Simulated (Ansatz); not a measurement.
```yaml
atoms:
  - { symbol: Al, position_ang: [-0.4084, 0.5544, 0.1352] }
  - { symbol: B, position_ang: [-0.0892, -1.3475, -0.5361] }
  - { symbol: B, position_ang: [0.7351, -0.9882, 0.8294] }
  - { symbol: F, position_ang: [-0.5774, 2.1716, -0.1884] }
  - { symbol: H, position_ang: [1.2513, 0.1914, 0.8642] }
  - { symbol: H, position_ang: [-0.1260, -0.4090, -1.4175] }
  - { symbol: H, position_ang: [0.9466, -1.5906, 1.8478] }
  - { symbol: H, position_ang: [-0.7094, -2.3125, -0.8954] }
```

Geometry: PBE0-D3(BJ)/def2-SVP.

Level of theory: isolated molecule in a Gaussian basis; Kohn-Sham density functional theory, functional PBE0 (Ansatz 0.2.0).

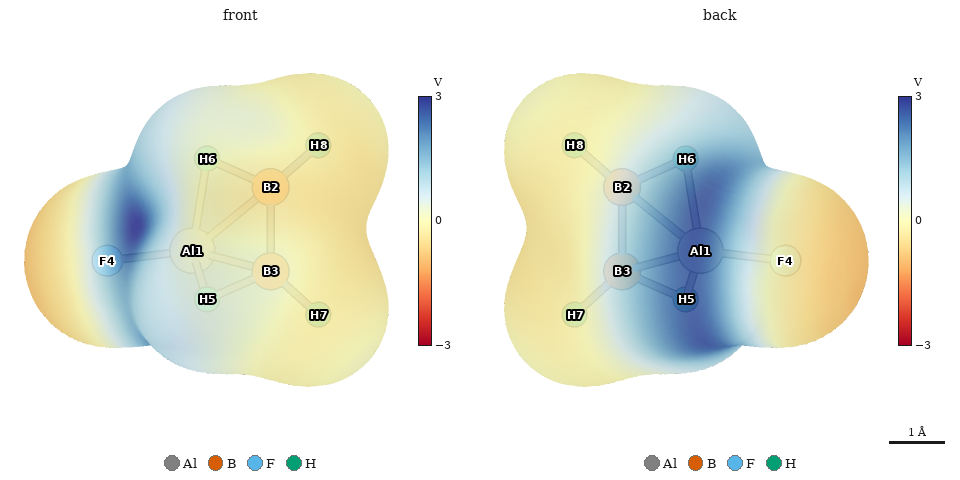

AlB₂FH₄. The electrostatic potential painted on the density surface at 0.002 e/bohr³, seen from the front and from behind; red is negative and blue positive.

Which sites attract a positive test charge, and which a negative one?

A positive charge is drawn to the negative regions and a negative charge to the positive ones. The most negative region (about −0.9 V) lies over F4, the most positive (about +2.7 V) over Al1.

How polar is the molecule by this calculation?

Its dipole moment is 0.83 D.
